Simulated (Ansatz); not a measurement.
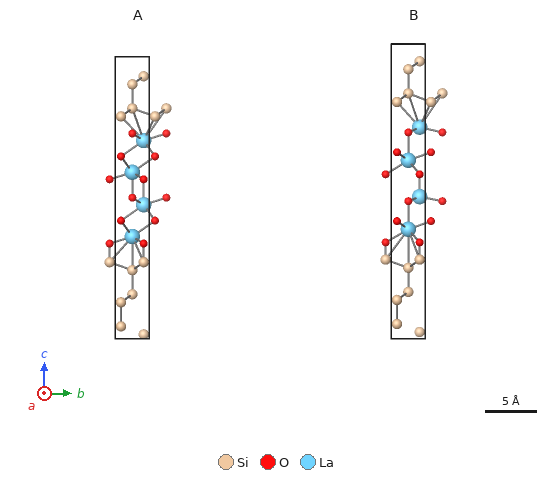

Two geometries of an interface cell of composition La₂Si₅O₃, drawn at one scale. One is the start of a relaxation, the other its converged end. A ball-and-stick model of the cell of the calculation (origin shifted), seen along the a axis.

These are results of DFT PBE, scalar-relativistic, plane waves, PAW (Ansatz), not measurements. (plane-wave cutoff 420 eV; k-point mesh 9 × 9 × 1; occupations gaussian; smearing width 0.05 eV; no spin polarisation; cell relaxed at fixed a, b, gamma, alpha, beta; force threshold 0.02 eV/Å; at most 70 steps)

**Which of the two is the end point?**

Structure B is the relaxed one. Case: film shifted by (0, 0) in the plane. After 13 accepted moves (16 points after the start) the energy has fallen by 2.374 eV per cell of the calculation. Largest force component: 2.3 eV/Å at the start, 0.012 eV/Å at the end. The pressure goes from 2.37 to 1.73 GPa. The line search rejected the trial step at point 9 of the run. The SCF was repeated twice at an unchanged geometry on a basis and grid sized afresh for the cell, which shifted the energy by 30.0 meV per cell of the calculation at most. An O atom moves most relative to the cell: 0.97 Å along −c. By element the largest moves are O 0.97 Å, Si 0.46 Å, La 0.44 Å. The volume changes by +4.5 %, with a = b unchanged at 3.868 Å, c 27.773 → 29.020 Å (+4.5 %). Some distances before and after: La–O 2.505 → 4.025 Å, O–Si 2.470 → 3.848 Å, La–O 3.821 → 2.746 Å, La–O 2.726 → 3.332 Å. New bonds form: La–O (3.82 → 2.75 Å), La–O (3.82 → 2.76 Å). Bonds break: La–O (2.50 → 4.03 Å). Among the angles between lasting bonds that change: Si–La–O 116.0° → 145.1°, O–La–O 72.7° → 101.3°, Si–La–O 57.1° → 80.9°.
